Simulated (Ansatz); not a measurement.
# Li (Im-3m, 1 atom in the cell): from the cell to its phonons, part 2 of 2

Task: relax Li (Im-3m, 1 atom in the cell), then find its harmonic phonons.

Ansatz 0.2.0; DFT PBEsol, scalar-relativistic, plane waves, PAW; PAW set soft_1.

So far. Step 3 (Relaxing to small forces for the phonons): The forces vanish by symmetry and the pressure is 0.000 GPa, within the tolerances set. The cell now holds 20.25 Å³/atom. The relaxed cell has a = 3.434 Å (conventional setting).

## Step 4: Response at finite wavevector

Stability and thermal properties need the whole zone. Linear response on a 4×4×4 q mesh gives force constants as far as a supercell of that size would.

Contents of input.yaml:

```yaml
crystal:
  lattice:
    - [-1.7171025375, 1.7171025375, 1.7171025375]
    - [1.7171025375, -1.7171025375, 1.7171025375]
    - [1.7171025375, 1.7171025375, -1.7171025375]
  atoms:
    - { symbol: Li, position: [0.0, 0.0, 0.0] }
kpoints:
  mp_grid: { grid: [16, 16, 16] }
hamiltonian:
  xc: pbesol
  pseudopotentials: { kind: paw, azcp: { folder: soft_1 }, xc_functional: pbe }
scf:
  occupations: { method: methfessel_paxton, width: 0.2 }
output:
  eigenvalues: true
phonons:
  method: dfpt
  qmesh: [4, 4, 4]
  temperatures: { t_max: 1000, t_step: 50 }
  qpath:
    path:
      - [[0.0, 0.0, 0.0], [0.5, -0.5, 0.5], [0.0, 0.0, 0.5], [0.0, 0.0, 0.0], [0.25, 0.25, 0.25], [0.5, -0.5, 0.5]]
      - [[0.25, 0.25, 0.25], [0.0, 0.0, 0.5]]
    npoints: 10
```

The run is started by

```console
ansatz run input.yaml --threads 4 --pin off --max-ram 10240MiB --backend cpu --events-out ev --progress --plain --runs-dir out
```

Numbers of over 12 decimals in the logs are rounded to 6 here.

What it wrote:

```text
[...]
Crystal: 1 atoms, lattice volume = 20.251 Å³
Basis set: ecut = 420 eV, 381 PW (Γ), exchange–correlation on 40×40×40 points (8 copies of the dense FFT grid, shifted against one another)
Bands: 6, of which v1, the nominal top of the filled ones, is band 2 counted from 1 (1 counted from 0)
Symmetry: 48 space group operations
k-points: 145 of 4096
[...]
SCF iter   1: F=—  HF=-203.004526 eV  |F-HF|=—  |Δ(HF+E_count)|=         —  Δρ=4.12e-3  dr2=3.91e-3  ethr=3.10e-3  ⟨swp⟩=4.3  Hψ=6596  notcnv=0
[...]
SCF iter   6: F=-202.998606 eV  HF=-202.998606 eV  |F-HF|=2.84e-14  |Δ(HF+E_count)|=  1.51e-10  S|Δr|=    0.00e0  Δρ=1.55e-8  dr2=2.65e-14  ethr=1.00e-12  ⟨swp⟩=4.6  Hψ=2438  notcnv=0
SCF 1 converged in 6 iterations: F = -202.998606 eV  dr2 = 2.65e-14
[...]
NSCF: frozen V_eff on 145 k-points
[...]
DFPT response loops at q = (0, 0, 0) (fractional): preconditioner auto → Kerker (q_TF=auto, 1.985 Å⁻¹) (partly filled bands, converged f_vac=0.000); β = 1.00, the filter's whole step (`scf.mixing.beta` (0.50) is not read by the response loops under this deck's `scf.mixing.preconditioner`; to damp them name `kerker` or `kerker_dos`, under which they read `scf.mixing.beta`, and type it under 1.00, their step now; both keys bind the ground state too); Broyden in place of MSR1
[...]
SCF converged after 6 iterations
[...]
Free energy (F): -202.998606 eV
[...]
Internal energy: -202.998047 eV  (E = F + TS)
E sigma→0 (E₀):  -202.998466 eV
Entropy (-TS):   -0.000559 eV (-0.559 meV/atom)
Fermi energy:    1.000674 eV
[...]
--- Band table (eV; the first three rows and the last of 145) ---
[...]
--- Phonons (Γ-DFPT): 1 representative perturbation + reference (Σ response iterations 3) ---
  ASR residual: 7.720e-6 → 0.000e0 eV/Å²; symmetrization residual: 1.681e-13 eV/Å²
  ASR residual per site (eV/Å²): 7.72e-6
  Γ frequencies (cm⁻¹): 0.00 0.00 0.00
--- Phonons (arbitrary-q DFPT): 8 irreducible q on the 4×4×4 mesh ---
  q = [0.0000, 0.0000, 0.0000] (star 1, of the zone-centre solve; hermiticity 2.62e-9, symmetrization 2.06e-8): -0.00 0.00 0.00
  q = [0.0000, 0.0000, 0.2500] (star 12, 2 solved perturbations in 3336 linear systems a pass and spin channel, the states on 2176 of 4096 k-point pairs; hermiticity 2.19e-7, symmetrization 4.72e-8): 31.99 133.56 226.49
[...]
q = [0.2500, 0.2500, 0.2500] (star 2, 1 solved perturbation on 589 of 4096 k-point pairs; hermiticity 2.58e-8, symmetrization 1.29e-8): 264.85 264.85 264.85
[...]
sum rule: each row above includes the acoustic sum rule's correction from the zone centre's row sums; it moved no ω² by more than (0.55 cm⁻¹)²
  mesh force constants: q→R imaginary residual 0.00e0; ASR residual 7.720e-6 → 0.000e0 eV/Å²; symmetrization residual 1.110e-15 eV/Å²
  interpolated dispersion: 62 rows × 3 modes
  density of states and harmonic sums: on the 28×28×28 q-mesh, interpolated from the force constants of a 4×4×4 supercell (no non-analytic term)
  largest difference from the sums on the solved wave vectors: F 4.44e-3 eV, S 1.03e-5 and C_V 3.84e-6 eV/K
  zero-point energy: 0.039980 eV/cell   skipped modes (ω ≤ 0): 7, of them read as no rigid motion or as one in doubt: 4 (2.187e-3 modes/cell left out, lowest -15.76 cm⁻¹)   left out of the sums: 7.74e-4 of the cell's modes: C_V's classical limit lies that fraction below 3 k_B per atom; for a crystal, a wire or a layer, F and S can be off by more, and a phonons.interpolated_qmesh denser along its periods is the remedy for the sampling
```

It took 21 s on 4 threads of Intel Xeon Platinum 8488C (Sapphire Rapids), shared host; peak memory 1.2 GiB; 74 s of CPU time.

The column dr2 measures how far the density is from self-consistency, as an energy; F and HF (Harris–Foulkes) agree once it is small.

Numbers from this step:

* sum-rule residual before enforcement: 7.72e-6 eV/Å²
* lowest frequency on the path: -15.44 cm⁻¹
* highest frequency on the path or at a solved wavevector: 332.3 cm⁻¹
* lowest mode on the q mesh (acoustic modes at Γ apart): 31.99 cm⁻¹

Frequencies (cm⁻¹) solved at each irreducible wavevector; negative means imaginary. Frequencies by wavevector, by row:

| q in reciprocal lattice units | star | mode 1 | mode 2 | mode 3 |
| --- | --- | --- | --- | --- |
| 0 0 0 | 1 | 0 | 0 | 0 |
| 0 0 0.25 | 12 | 32 | 133.6 | 226.5 |
| 0 0 -0.5 | 6 | 44.8 | 185.7 | 322.4 |
| 0 0.25 0.25 | 24 | 127 | 250.4 | 301.6 |
| 0.25 0.25 0.25 | 2 | 264.9 | 264.9 | 264.9 |
| 0.25 0.25 -0.25 | 6 | 215.8 | 225.5 | 225.5 |
| 0.25 -0.5 -0.5 | 12 | 217.8 | 283 | 315.8 |
| -0.5 -0.5 -0.5 | 1 | 332.3 | 332.3 | 332.3 |

Interpolated from a 4×4×4 q mesh. Phonon branches along the path, in cm⁻¹:

| point | branch 1 | branch 2 | branch 3 |
| --- | --- | --- | --- |
| Γ | 0 | 0 | 0 |
| H | 332 | 332 | 332 |
| N | 45 | 186 | 322 |
| Γ | 0 | 0 | 0 |
| P | 265 | 265 | 265 |
| H | 332 | 332 | 332 |
| jump to P | 265 | 265 | 265 |
| N | 45 | 186 | 322 |

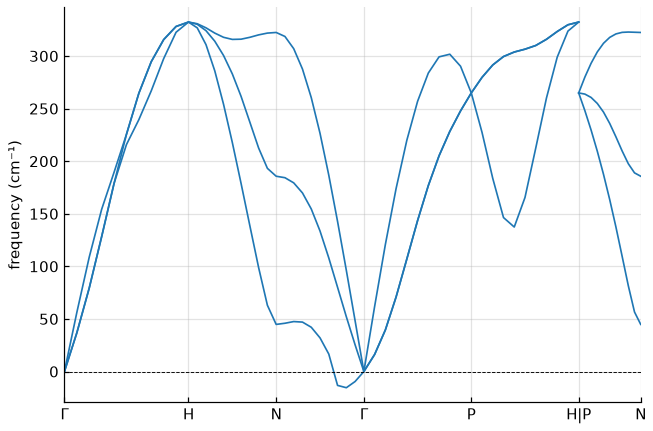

Phonon branches along the path.

The phonon density of states has structure finer than the step of the table below, so its rows give means over 20 cm⁻¹, whole bins alone (the curve runs from -17.5 to 332 cm⁻¹). Peaks (cm⁻¹: height): 312.5: 0.0345.

Tetrahedra on a 28×28×28 mesh, mean over bins of 5 cm-1. Interpolated from a 4×4×4 q mesh. Phonon density of states against wavenumber; means over each step:

| wavenumber (cm⁻¹) | phonon density of states (1/cm⁻¹/cell) |
| --- | --- |
| 0 | 1.8e-4 |
| 20 | 7.1e-4 |
| 40 | 0.00172 |
| 60 | 0.00394 |
| 80 | 0.00541 |
| 100 | 0.00721 |
| 120 | 0.00958 |
| 140 | 0.00993 |
| 160 | 0.00837 |
| 180 | 0.00919 |
| 200 | 0.0104 |
| 220 | 0.0105 |
| 240 | 0.0109 |
| 260 | 0.0114 |
| 280 | 0.0124 |
| 300 | 0.0204 |
| 320 | 0.0175 |

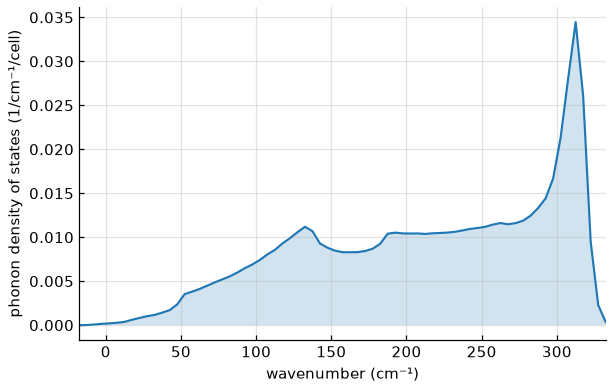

Phonon density of states against wavenumber.

Second derivatives of the energy by pair, one row for each kind of neighbour of each atom listed. Each entry sums the pair over the periodic images of the supercell that the q mesh stands for, and in a polar crystal it holds the long-range dipole part too. Force constants by pair, by row:

| atom | neighbour | distance (Å) | third of the trace (eV/Å²) | along the pair's line (eV/Å²) |
| --- | --- | --- | --- | --- |
| Li1 | itself | 0 | 1.346 | – |
| Li1 | Li | 2.974 | -0.1693 | -0.5003 |
| Li1 | Li | 3.434 | -0.0323 | -0.0519 |
| Li1 | Li | 4.857 | 0.0232 | 0.0578 |
| Li1 | Li | 5.695 | -0.0023 | -0.0136 |
| Li1 | Li | 5.948 | -0.0182 | -0.0567 |
| Li1 | Li | 6.868 | -0.0084 | -0.0069 |

Symmetry leaves 8 wavevectors to solve. The lowest mode among them, the acoustic zeros apart, lies at q = (0, 0, 0.25) and is real, 32.0 cm⁻¹. Between them the interpolated path dips to 15i cm⁻¹.

## Step 5: Another isotope

An isotope changes the mass and not the force constants, so no new electronic calculation is needed; the shifts show which modes move this element.

The same force constants with the mass of Li changed from 6.940 to 6.015 u (phonopy, no LO-TO term). Both lists are sorted by frequency. Modes under 3 cm⁻¹ are left out. Isotope shifts, by row:

| q | rank | natural mass (cm⁻¹) | changed mass (cm⁻¹) |
| --- | --- | --- | --- |
| 0 0 0.25 | 1 | 31.99 | 34.36 |
| 0 0 0.25 | 2 | 133.6 | 143.5 |
| 0 0 0.25 | 3 | 226.5 | 243.3 |
| 0 0 -0.5 | 1 | 44.83 | 48.16 |
| 0 0 -0.5 | 2 | 185.7 | 199.5 |
| 0 0 -0.5 | 3 | 322.4 | 346.3 |
| 0 0.25 0.25 | 1 | 127 | 136.4 |
| 0 0.25 0.25 | 2 | 250.4 | 269 |
| 0 0.25 0.25 | 3 | 301.6 | 323.9 |

With one element every mode shifts by +7.41 %.

## Step 6: Results

```
space group after relaxation (within 0.01 Å)            : Im-3m
volume per atom                                         : 20.3 Å³
electronic character                                    : no gap on this mesh
lowest mode on the q mesh (acoustic modes at Γ apart)   : 32.0 cm⁻¹
highest frequency on the path or at a solved wavevector : 332 cm⁻¹
imaginary modes on the 4×4×4 q mesh                     : none
```

No mode is imaginary at the 8 irreducible wavevectors solved, but between them the interpolated path dips to 15.4i cm⁻¹, so stability is not settled. The interpolated path dips to 15i cm⁻¹ between the solved wavevectors, which may come from the interpolation; a denser q mesh would tell. With no gap, or one that is small against the smearing, the frequencies hang on the k mesh and the smearing, most of all near Kohn anomalies. The PAW files were made for PBE and serve the other functionals too. These are harmonic frequencies at zero temperature: anharmonic shifts, linewidths and thermal expansion are left out.

[Logs are printed without paths, hosts, clocks, repeated set-up lines and the standing remarks that a program may print on its own settings, such as how far it seeks lower states.]

[Hosts, paths, dates, database ids (printed as entryN), source tags and the programs' standing remarks are cut or masked in the printed files.]
